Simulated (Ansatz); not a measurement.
Relaxed Ba (bcc, W type):

```yaml
crystal:
  lattice:
    - [-5.02000, 5.02000, 5.02000]
    - [2.51000, -2.51000, 2.51000]
    - [2.51000, 2.51000, -2.51000]
  atoms:
    - { symbol: Ba, position: [0.00000, 0.00000, 0.00000] }
    - { symbol: Ba, position: [0.50000, 0.00000, 0.00000] }
```

A phonon eigenvector at N = (0.5, 0.0, 0.0) is frozen into this cell: atom i moves by Q times the vector below, so Q is the largest atomic displacement, in Å. The cell is held. (q is in reciprocal vectors of the primitive cell; the cell shown is doubled to hold the pattern.)

```csv
atom,x,y,z
Ba1,0.000,-0.707,-0.707
Ba2,0.000,0.707,0.707
```

These are PBE (plane waves to 420 eV, PAW, scalar-relativistic; Ansatz, a program for electronic structure) values and carry that method's errors. k mesh 13×13×13 (Γ-centred), Fermi-Dirac smearing 0.05 eV. E stands for the smeared free energy. With partly filled bands, energies and forces of such displacements shift with the k mesh and the smearing. Ba was relaxed with its symmetry unable to fall. The PAW data are Ansatz's earlier set. The zero of ΔE is the undisplaced structure.

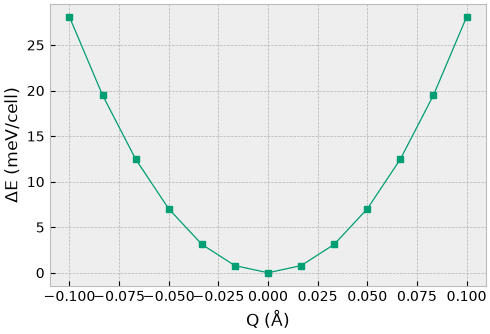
Fig. 1. ΔE (meV/cell) against Q (Å); one marker a computed point.

Problem. What is the energy change at Q = 0.100 Å?

Solution. About 28 meV/cell.

Problem. What harmonic wavenumber does the curvature at Q = 0 give?

Solution. About 75 cm⁻¹.

(For displaced atoms, the force is minus the slope of the energy, and its curvature is a force constant, which sets phonon frequencies.)
